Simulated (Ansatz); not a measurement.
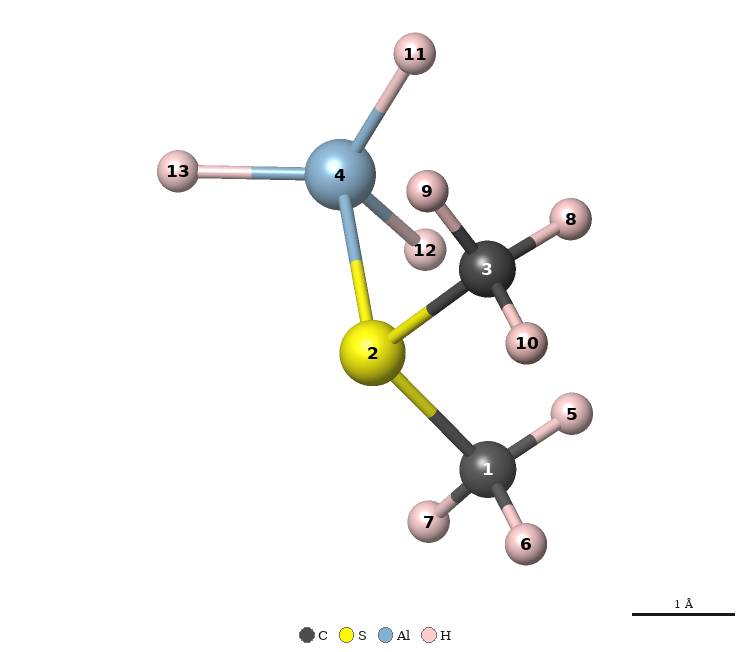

Numbered structure. The geometry was computed by an optimisation with PBE-D4/def2-SVP. No frequency run is at hand to confirm it as a minimum.

### Describe the coordination of atom 3.

C3 has 4 neighbours (S2 at 1.82, H8 at 1.11, H9 at 1.11, H10 at 1.11 Å); the arrangement is tetrahedral.

### What is the geometry at Al4?

Al4 has 4 neighbours (S2 at 2.51, H11 at 1.62, H12 at 1.62, H13 at 1.61 Å); the arrangement is tetrahedral.

### How are the neighbours of atom 2 arranged?

S2 has 3 neighbours (C1 at 1.82, C3 at 1.82, Al4 at 2.51 Å); the arrangement is trigonal pyramidal.

### Describe the coordination of atom 1.

C1 has 4 neighbours (S2 at 1.82, H5 at 1.11, H6 at 1.11, H7 at 1.11 Å); the arrangement is tetrahedral.
